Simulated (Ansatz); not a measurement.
**TiH4O4 (SMILES O[Ti](O)(O)O) at PBE/def2-SVP**

What is the vertical ionisation energy of TiH4O4 at PBE/def2-SVP? 

The results are computed with Ansatz 0.2.0.

1 further run of the same task is left out (set aside as unsound or not needed).

**1. The system as given**

TiH4O4: 9 atoms, total charge 0, spin state singlet. SMILES: `O[Ti](O)(O)O`. The shape is that of a PBE0-D4/def2-TZVP optimisation. This is one conformer, not always the lowest.

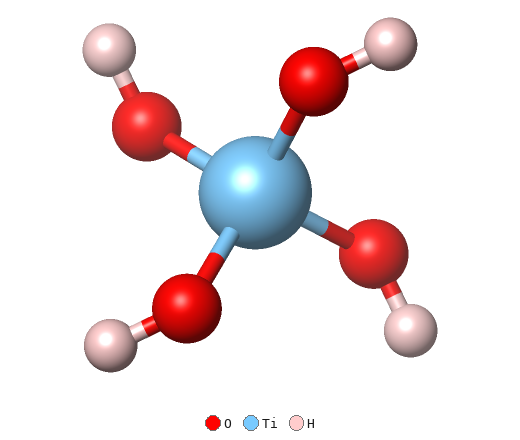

The structure, seen from a chosen angle (oxygen red, titanium blue, hydrogen pink).

**2. The energy at PBE/def2-SVP**

File molecule.yaml:

```yaml
crystal:
  periodic: [false, false, false]
  atoms:
    - symbol: O
      position_ang: [-0.125250, 1.268390, -1.272730]
    - symbol: Ti
      position_ang: [0.000070, 0.000090, -0.000050]
    - symbol: O
      position_ang: [1.651710, -0.715310, -0.066120]
    - symbol: O
      position_ang: [-1.235630, -1.279200, -0.283830]
    - symbol: O
      position_ang: [-0.290490, 0.726280, 1.622320]
    - symbol: H
      position_ang: [-0.813470, 1.413950, -1.922910]
    - symbol: H
      position_ang: [2.270980, -0.885970, 0.644480]
    - symbol: H
      position_ang: [-1.123140, -2.176250, -0.600550]
    - symbol: H
      position_ang: [-0.334770, 1.648010, 1.879390]
basis:
  gaussian:
    orbitals: def2-SVP
hamiltonian:
  xc: pbe
accuracy: high
output:
  orbitals: {seedname: orbitals}
```

The run is started by

```
$ ansatz run molecule.yaml --threads 1 --pin off --max-ram 3480MiB --events-out events.jsonl --progress --plain --runs-dir runs
```

The program printed:

```text
Warning: RAYON_NUM_THREADS=1 ignored (pool sized by the plan → 1); use --threads N
Functional definition: PBE
  name "PBE"
  parameter kappa = 0.804
  parameter beta = 0.06672455060314922
  exchange = pbe_x(kappa = kappa, mu = beta*pi^2/3)
  correlation = pbe_c(beta = beta)
2461 factors; integrals over basis functions are off by at most 4.3e-9 eV
mean field evaluation 1: about -31327.7822 eV, gradient 1.2e2 eV
mean field evaluation 2: about -30848.9480 eV, gradient 4.6e2 eV
mean field evaluation 4: about -31338.8873 eV, gradient 8.2e1 eV
mean field evaluation 8: about -31350.8585 eV, gradient 2.7e-1 eV
mean field evaluation 16: about -31350.8587 eV, gradient 3.9e-5 eV
mean field -31350.85867128 eV, -1152.1228057942 hartree, gradient 6.1e-9 eV, S^2 0.000000; 0 other end points of the search recorded, 0 dependent functions left out
reference -31350.85867953 eV, -1152.1228060975 hartree; 29, 29 occupied and 78, 78 virtual orbitals, 2461 factors
Total energy: -31350.85867953 eV, -1152.1228060975 hartree
```

It took 11 s on 1 thread of Intel Xeon Platinum 8259CL at 2.50GHz (Skylake/Cascade Lake), shared host; peak memory 0.35 GiB.

**3. The doublet cation, same level**

Edit molecule.yaml of step 2 so:

```diff
@@ -22,8 +22,7 @@
 basis:
-  gaussian:
-    orbitals: def2-SVP
-hamiltonian:
-  xc: pbe
+  gaussian: {orbitals: def2-SVP}
+total_charge: 1
+magnetization: {spin_polarized: true, initial_magnetization: 1}
+hamiltonian: {xc: pbe}
 accuracy: high
-output:
-  orbitals: {seedname: orbitals}
+output: {orbitals: {seedname: orbitals}}
```

The run is started by

```
$ ansatz run molecule.yaml --threads 1 --pin off --max-ram 3480MiB --events-out events.jsonl --progress --plain --runs-dir runs
```

The program printed, shortened:

```text
Warning: RAYON_NUM_THREADS=1 ignored (pool sized by the plan → 1); use --threads N
Functional definition: PBE
  name "PBE"
[...]
2461 factors; integrals over basis functions are off by at most 4.3e-9 eV
[...]
mean field -31340.88556131 eV, -1151.7563007628 hartree, gradient 2.4e-8 eV, S^2 0.757448; 20 other end points of the search recorded, 0 dependent functions left out
reference -31340.88557066 eV, -1151.7563011066 hartree; 29, 28 occupied and 78, 79 virtual orbitals, 2461 factors
Total energy: -31340.88557066 eV, -1151.7563011066 hartree
```

Wall time 79 s (1 thread of Intel Xeon Platinum 8259CL at 2.50GHz (Skylake/Cascade Lake), shared host); peak memory 0.47 GiB.

**4. Outcome**

Level: PBE/def2-SVP.

| quantity | value |
| --- | --- |
| singlet TiH4O4: total energy | -1152.12281 Eh |
| singlet TiH4O4: HOMO energy | -6.74 eV |
| singlet TiH4O4: LUMO energy | -1.66 eV |
| singlet TiH4O4: HOMO–LUMO gap | 5.08 eV |
| doublet cation: total energy | -1151.75630 Eh |
| doublet cation: HOMO energy (highest over α and β) | -13.22 eV |
| doublet cation: LUMO energy (lowest over α and β) | -13.21 eV |
| doublet cation: ⟨S²⟩ | 0.757 |
| vertical ionisation energy (to the doublet cation) | 9.973 eV |

In words: Removing an electron at fixed nuclei costs 9.97 eV (962 kJ/mol). The negative HOMO energy of the first species, 6.74 eV, lies 3.23 eV below that difference.
